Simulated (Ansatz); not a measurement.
# Geometry relaxation, with input and output: WH2BrClOF4 (part 1 of 2)

WH2BrClOF4, computed with RKS PBE/def2-SVP (Ansatz 0.2.0).

The input holds or restrains some coordinates. It belongs to a series of runs on one base structure; here: pulled along the bonds that form and break, towards end B. Figures and captions count atoms from 1; the log counts them from 0 in places.

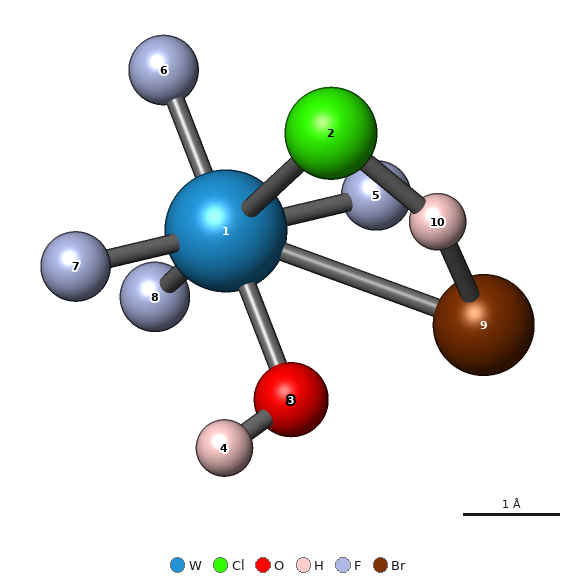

Figure 1. The input geometry (ball-and-stick view, seen at a tilt; atoms are numbered from 1 in the order of the input). Sticks mark near contacts.

**Input**
```yaml
crystal:
  periodic: [false, false, false]
  atoms:
    - { symbol: W, position_ang: [0.0, 0.0, 0.0] }
    - { symbol: Cl, position_ang: [0.0, 0.0, 2.74] }
    - { symbol: O, position_ang: [1.94, 0.0, 0.0] }
    - { symbol: H, position_ang: [2.2771, -0.9519, -0.0197] }
    - { symbol: F, position_ang: [0.0, 1.85, 0.0] }
    - { symbol: F, position_ang: [-1.85, 0.0, 0.0] }
    - { symbol: F, position_ang: [0.0, -1.85, 0.0] }
    - { symbol: F, position_ang: [0.0, 0.0, -1.85] }
    - { symbol: Br, position_ang: [1.8861, 1.9648, 0.905] }
    - { symbol: H, position_ang: [1.0602, 1.1044, 2.2512] }
basis:
  gaussian: { orbitals: def2-SVP }
hamiltonian:
  xc: pbe
relax:
  f_tol: 0.15
  max_steps: 25
  restrain:
    - { distance: [0, 8], at: 2.57, k: 30.0 }
    - { distance: [9, 1], at: 1.37, k: 30.0 }
    - { distance: [0, 1], at: 3.59, k: 30.0 }
    - { distance: [9, 8], at: 2.75, k: 30.0 }
output:
  orbitals: {}
```

Machine: 4 threads of Arm Neoverse V2, 24 GiB of memory available, shared host.

Launched with:
```bash
ansatz run input.yaml --threads 4 --pin off --max-ram 5120MiB --backend cpu --events-out ev --progress --plain --runs-dir out
```

**Output**
```
The last accepted step is kept in [file] (removed where the run ends without a failure and the disk answers)
Engine: ansatz 0.2.0, aarch64-unknown-linux-gnu
Functional definition: PBE
  parameter kappa = 0.804
  parameter beta = 0.06672455060314922
  exchange = pbe_x(kappa = kappa, mu = beta*pi^2/3)
  correlation = pbe_c(beta = beta)
1698 factors; their error is unknown
mean field evaluation 1: about -97276.3210 eV, gradient 9.7e1 eV
mean field evaluation 2: about -96873.9335 eV, gradient 3.6e2 eV
mean field evaluation 4: about -97233.7335 eV, gradient 1.4e2 eV
mean field evaluation 8: about -97295.0922 eV, gradient 3.5e-1 eV
mean field evaluation 16: about -97280.5877 eV, gradient 5.3e1 eV
mean field evaluation 32: about -97292.1371 eV, gradient 1.2e1 eV
mean field -97294.96478971 eV, -3575.5240071262 hartree, gradient 1.1e-5 eV, S^2 0.000000; 4 other end points of the search recorded, 0 dependent functions left out
the calculation of the forces begins
reference -97294.96485765 eV, -3575.5240096229 hartree; 56, 56 occupied and 106, 106 virtual orbitals, 1698 factors
relax step   1: F+E_penalty+E_count = -97294.96478971 eV  Δ(F+E_penalty+E_count) = +0.000e0 eV  max|allowed force component| = 6.016e0 eV/Å  E_restraint = 26.61025651 eV  max|allowed force component, restraints' pulls added| = 2.294e1 eV/Å  Δτ_max = 0.0000 Å  (238 SCF iters, accepted)
  distance W 0 - Br 8 = 2.8700 Å
  distance H 9 - Cl 1 = 1.6071 Å
  distance W 0 - Cl 1 = 2.7400 Å
  distance H 9 - Br 8 = 1.7985 Å
these checks for a lower state are left out or cut short: starts, cluster_reference, orbital_swaps, neighbouring_geometries, increment
1698 factors; their error is unknown
mean field evaluation 64: about -97295.0650 eV, gradient 3.4e0 eV
mean field -97295.11399099 eV, -3575.5294901719 hartree, gradient 2.0e-5 eV, S^2 0.000000; 0 other end points of the search recorded, 0 dependent functions left out
[... from here on the field's lines of each further geometry are left out, up to the last ...]
relax step   2: F+E_penalty+E_count = -97295.11399099 eV  Δ(F+E_penalty+E_count) = -1.492e-1 eV  max|allowed force component| = 5.382e0 eV/Å  E_restraint = 12.26403283 eV  max|allowed force component, restraints' pulls added| = 1.498e1 eV/Å  Δτ_max = 0.1948 Å  (51 SCF iters, accepted)
relax step   3: F+E_penalty+E_count = -97295.68544779 eV  Δ(F+E_penalty+E_count) = -5.715e-1 eV  max|allowed force component| = 5.302e0 eV/Å  E_restraint = 4.03801916 eV  max|allowed force component, restraints' pulls added| = 9.158e0 eV/Å  Δτ_max = 0.1947 Å  (55 SCF iters, accepted)
relax step   4: F+E_penalty+E_count = -97297.00280622 eV  Δ(F+E_penalty+E_count) = -1.317e0 eV  max|allowed force component| = 3.222e0 eV/Å  E_restraint = 0.76388473 eV  max|allowed force component, restraints' pulls added| = 3.938e0 eV/Å  Δτ_max = 0.1951 Å  (47 SCF iters, accepted)
relax step   5: F+E_penalty+E_count = -97298.12103978 eV  Δ(F+E_penalty+E_count) = -1.118e0 eV  max|allowed force component| = 1.149e0 eV/Å  E_restraint = 0.06612628 eV  max|allowed force component, restraints' pulls added| = 1.149e0 eV/Å  Δτ_max = 0.1949 Å  (45 SCF iters, accepted)
relax step   6: F+E_penalty+E_count = -97298.65456319 eV  Δ(F+E_penalty+E_count) = -5.335e-1 eV  max|allowed force component| = 8.203e-1 eV/Å  E_restraint = 0.01810683 eV  max|allowed force component, restraints' pulls added| = 5.545e-1 eV/Å  Δτ_max = 0.1948 Å  (40 SCF iters, accepted)
relax step   7: F+E_penalty+E_count = -97298.90917872 eV  Δ(F+E_penalty+E_count) = -2.546e-1 eV  max|allowed force component| = 1.062e0 eV/Å  E_restraint = 0.00640743 eV  max|allowed force component, restraints' pulls added| = 8.905e-1 eV/Å  Δτ_max = 0.1939 Å  (39 SCF iters, accepted)
relax step   8: F+E_penalty+E_count = -97299.13537944 eV  Δ(F+E_penalty+E_count) = -2.262e-1 eV  max|allowed force component| = 9.686e-1 eV/Å  E_restraint = 0.00841800 eV  max|allowed force component, restraints' pulls added| = 7.925e-1 eV/Å  Δτ_max = 0.1950 Å  (39 SCF iters, accepted)
relax step   9: F+E_penalty+E_count = -97299.35944081 eV  Δ(F+E_penalty+E_count) = -2.241e-1 eV  max|allowed force component| = 9.476e-1 eV/Å  E_restraint = 0.00860203 eV  max|allowed force component, restraints' pulls added| = 6.385e-1 eV/Å  Δτ_max = 0.2000 Å  (39 SCF iters, accepted)
relax step  10: F+E_penalty+E_count = -97299.54842589 eV  Δ(F+E_penalty+E_count) = -1.890e-1 eV  max|allowed force component| = 8.619e-1 eV/Å  E_restraint = 0.01341260 eV  max|allowed force component, restraints' pulls added| = 5.848e-1 eV/Å  Δτ_max = 0.1948 Å  (39 SCF iters, accepted)
relax step  11: F+E_penalty+E_count = -97299.69439439 eV  Δ(F+E_penalty+E_count) = -1.460e-1 eV  max|allowed force component| = 7.865e-1 eV/Å  E_restraint = 0.01947290 eV  max|allowed force component, restraints' pulls added| = 2.587e-1 eV/Å  Δτ_max = 0.2000 Å  (38 SCF iters, accepted)
relax step  12: F+E_penalty+E_count = -97299.71587310 eV  Δ(F+E_penalty+E_count) = -2.148e-2 eV  max|allowed force component| = 1.207e0 eV/Å  E_restraint = 0.00875692 eV  max|allowed force component, restraints' pulls added| = 8.718e-1 eV/Å  Δτ_max = 0.1949 Å  (38 SCF iters, accepted)
relax step  13: F+E_penalty+E_count = -97299.75083084 eV  Δ(F+E_penalty+E_count) = -3.496e-2 eV  max|allowed force component| = 8.818e-1 eV/Å  E_restraint = 0.01741613 eV  max|allowed force component, restraints' pulls added| = 1.739e-1 eV/Å  Δτ_max = 0.1070 Å  (38 SCF iters, accepted)
relax step  14: F+E_penalty+E_count = -97299.75091221 eV  Δ(F+E_penalty+E_count) = -8.137e-5 eV  max|allowed force component| = 8.798e-1 eV/Å  E_restraint = 0.01748360 eV  max|allowed force component, restraints' pulls added| = 1.988e-1 eV/Å  Δτ_max = 0.0025 Å  (34 SCF iters, accepted)
relax step  15: F+E_penalty+E_count = -97299.74394126 eV  Δ(F+E_penalty+E_count) = +6.971e-3 eV  max|allowed force component| = 1.132e0 eV/Å  E_restraint = 0.01121498 eV  max|allowed force component, restraints' pulls added| = 5.409e-1 eV/Å  Δτ_max = 0.1611 Å  (40 SCF iters, rejected (line search))
relax step  16: F+E_penalty+E_count = -97299.75244807 eV  Δ(F+E_penalty+E_count) = -1.536e-3 eV  max|allowed force component| = 9.672e-1 eV/Å  E_restraint = 0.01490195 eV  max|allowed force component, restraints' pulls added| = 1.664e-1 eV/Å  Δτ_max = 0.0782 Å  (33 SCF iters, accepted)
relax step  17: F+E_penalty+E_count = -97299.75707450 eV  Δ(F+E_penalty+E_count) = -4.626e-3 eV  max|allowed force component| = 9.033e-1 eV/Å  E_restraint = 0.01746243 eV  max|allowed force component, restraints' pulls added| = 1.164e-1 eV/Å  Δτ_max = 0.0648 Å  (33 SCF iters, accepted)
the calculation of the forces begins
reference -97299.75944648 eV, -3575.7002075123 hartree; 56, 56 occupied and 106, 106 virtual orbitals, 1698 factors
relax step  18: F+E_penalty+E_count = -97299.75937765 eV  Δ(F+E_penalty+E_count) = -2.303e-3 eV  max|allowed force component| = 8.943e-1 eV/Å  E_restraint = 0.01701820 eV  max|allowed force component, restraints' pulls added| = 1.162e-1 eV/Å  Δτ_max = 0.0841 Å  (34 SCF iters, accepted)
```

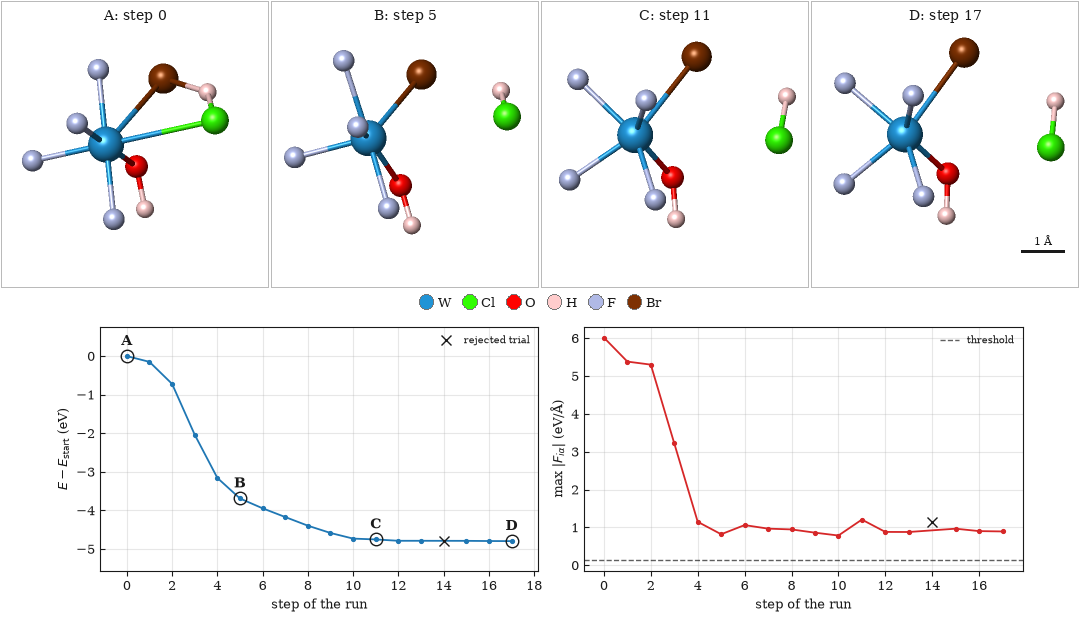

Figure 2. Frames of the restrained relaxation (ball-and-stick view, seen at a tilt) above the curves, on which the letters mark them (the first geometry is step 0 here and step 1 in the log).

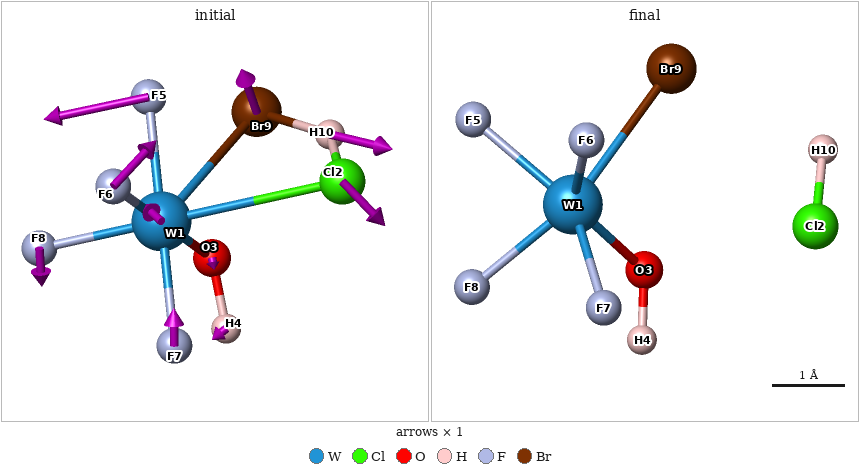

Figure 3. Before (left) and after (right) the restrained relaxation, at one scale (ball-and-stick view, seen at a tilt). The pink arrows give the displacements, at true length. Over 17 geometry steps the energy falls by 4.795 eV. Largest force component: 6 eV/Å at the start, 0.89 eV/Å at the end. The line search rejected the trial step at point 14 (counted from 0) and went back. The atom that moves furthest after the best rigid fit is F5 (1.52 Å). Largest moves by element: F 1.52 Å, H 1.05 Å, Br 0.90 Å, Cl 0.88 Å, W 0.52 Å, O 0.17 Å. Distances before and after: Br9–H10 1.799 → 2.753 Å, W1–Cl2 2.740 → 3.596 Å, W1–Br9 2.870 → 2.558 Å, Cl2–H10 1.607 → 1.339 Å. Bonds break: W1–Cl2 (2.74 → 3.60 Å). Among the angles that change: F6–W1–Br9 131.1° → 85.8°, F5–W1–F7 180.0° → 141.4°, O3–W1–F6 180.0° → 141.8°. (Atoms are counted from 1 in the order of the input.)

```
  distance W 0 - Br 8 = 2.5578 Å
  distance H 9 - Cl 1 = 1.3392 Å
  distance W 0 - Cl 1 = 3.5956 Å
  distance H 9 - Br 8 = 2.7526 Å
1698 factors; their error is unknown
mean field -97299.75937765 eV, -3575.7002049830 hartree, gradient 2.2e-5 eV, S^2 0.000000; 1 other end points of the search recorded, 0 dependent functions left out
the calculation of the forces begins
reference -97299.75944648 eV, -3575.7002075123 hartree; 56, 56 occupied and 106, 106 virtual orbitals, 1698 factors
Total energy: -97299.75944648 eV, -3575.7002075123 hartree
Atom 0 at     0.183069     0.386214    -0.311618 Å, force     0.132588     0.222024    -0.040593 eV/Å
Atom 1 at     0.526780    -0.617253     3.123983 Å, force     0.371597     0.889978     0.171189 eV/Å
Atom 2 at     1.956086    -0.210936    -0.020076 Å, force     0.015416     0.092296    -0.008319 eV/Å
Atom 3 at     2.151141    -1.144476    -0.251074 Å, force    -0.041578    -0.049845    -0.006686 eV/Å
Atom 4 at    -0.280901     1.786586    -1.468730 Å, force    -0.008202     0.017100     0.049274 eV/Å
Atom 5 at    -1.418146     0.742254     0.594015 Å, force     0.067029    -0.017668    -0.004633 eV/Å
Atom 6 at    -0.320624    -1.365281     0.150063 Å, force    -0.041225     0.027830    -0.005036 eV/Å
Atom 7 at     0.335640    -0.416604    -2.011163 Å, force     0.025514    -0.001325     0.087203 eV/Å
Atom 8 at     1.156804     2.332027     1.032994 Å, force    -0.160475    -0.286048    -0.143811 eV/Å
Atom 9 at     1.023552     0.624771     3.188107 Å, force    -0.360664    -0.894342    -0.098587 eV/Å
Dipole moment:     0.370256    -0.173864     0.093616 e Å
```

**Trajectory as extended XYZ (Å, eV, eV/Å), 18 frames, from step=1 to step=18**
```
10
Properties=species:S:1:pos:R:3:forces:R:3 step=1 energy=-97294.96479
W     0.0000    0.0000    0.0000    1.0875   0.1486   1.2514
Cl    0.0000    0.0000    2.7400    0.1785   0.1643  -1.1667
O     1.9400    0.0000    0.0000   -0.1182  -5.2678  -1.8130
H     2.2771   -0.9519   -0.0197    0.1257   0.5099  -0.3959
F     0.0000    1.8500    0.0000   -5.6062   0.8385  -3.2699
F    -1.8500    0.0000    0.0000   -0.9853  -0.2219   0.2231
F     0.0000   -1.8500    0.0000   -0.0091  -0.9900   0.2784
F     0.0000    0.0000   -1.8500   -0.1477   0.0443  -0.5301
Br    1.8861    1.9648    0.9050    5.3471   4.5517   6.0163
H     1.0602    1.1044    2.2512    0.1277   0.2223  -0.5935
10
Properties=species:S:1:pos:R:3:forces:R:3 step=2 energy=-97295.11399
W     0.0482    0.0444   -0.1029   -0.2217  -0.7092   3.5805
Cl    0.0111    0.0114    2.9138    0.7986   0.8011  -1.3656
O     1.9471   -0.0348   -0.0225    0.1959  -4.5000  -1.7460
H     2.2824   -0.9621   -0.0245    0.4560  -0.4372  -0.3728
F    -0.0494    1.8704   -0.0371   -5.3824   1.4485  -2.9333
F    -1.8438   -0.0011    0.0002    0.3473  -0.2352   0.2861
F     0.0022   -1.8450    0.0004    0.0493   0.1778   0.2680
F    -0.0012    0.0011   -1.8845   -0.0204   0.1094  -2.5725
Br    1.9508    2.0257    0.7922    4.1801   3.7052   4.7751
H     0.9660    1.0073    2.3913   -0.4027  -0.3604   0.0805
10
Properties=species:S:1:pos:R:3:forces:R:3 step=3 energy=-97295.68545
W     0.1160    0.1140   -0.1770   -1.0395  -1.0721   3.5694
Cl    0.0170    0.0179    3.0787    0.3766   0.3640  -0.9350
O     1.9628   -0.0937   -0.0524    0.8657  -3.6551  -1.3903
H     2.2961   -0.9932   -0.0312    0.6662  -1.6921  -0.2807
F    -0.1403    1.9095   -0.0844   -5.3018   2.0435  -2.1369
F    -1.8154   -0.0045    0.0071    1.5022  -0.0941   0.3487
F     0.0057   -1.8189    0.0059    0.2188   1.3108   0.2710
F     0.0012    0.0050   -1.9376    0.1284   0.1434  -2.7945
Br    1.9932    2.0637    0.6779    2.6530   2.6782   3.1208
H     0.8772    0.9175    2.5395   -0.0696  -0.0265   0.2275
10
Properties=species:S:1:pos:R:3:forces:R:3 step=4 energy=-97297.00281
W     0.1921    0.2056   -0.2194   -1.4540  -0.8600   1.8155
Cl    0.0056    0.0055    3.2268    0.1802   0.1593  -0.6523
O     2.0064   -0.1933   -0.0936    0.5346  -1.8423  -0.9388
H     2.3181   -1.0847   -0.0398    0.4470  -2.2320  -0.0941
F    -0.3131    1.9783   -0.1431   -3.2223   0.8370  -1.1327
F    -1.7464   -0.0036    0.0225    1.8541   0.0705   0.3447
F     0.0203   -1.7495    0.0162    0.3856   1.7851   0.2673
F     0.0133    0.0154   -1.9951    0.3494   0.3639  -1.4174
Br    1.9890    2.0735    0.5959    0.8607   1.6025   1.5932
H     0.8282    0.8700    2.6561    0.0646   0.1160   0.2145
10
Properties=species:S:1:pos:R:3:forces:R:3 step=5 energy=-97298.12104
W     0.2453    0.2804   -0.2487   -1.0059  -1.0531   0.7787
Cl   -0.0049   -0.0121    3.2986    0.3131   0.3099  -0.5931
O     2.0392   -0.3212   -0.1497    0.2609  -0.2232  -0.5008
H     2.3032   -1.2402   -0.0492   -0.1663  -1.1493  -0.0522
F    -0.4954    2.0069   -0.2059   -1.1452   0.1789  -0.7236
F    -1.6400    0.0032    0.0642    1.0951  -0.0590   0.3364
F     0.0638   -1.6358    0.0503    0.1133   0.9686   0.2510
F     0.0606    0.0667   -2.0428    0.3679   0.4821  -0.6149
Br    1.9242    2.1059    0.5666    0.2831   0.6275   0.8153
H     0.8174    0.8634    2.7430   -0.1159  -0.0823   0.3032
```
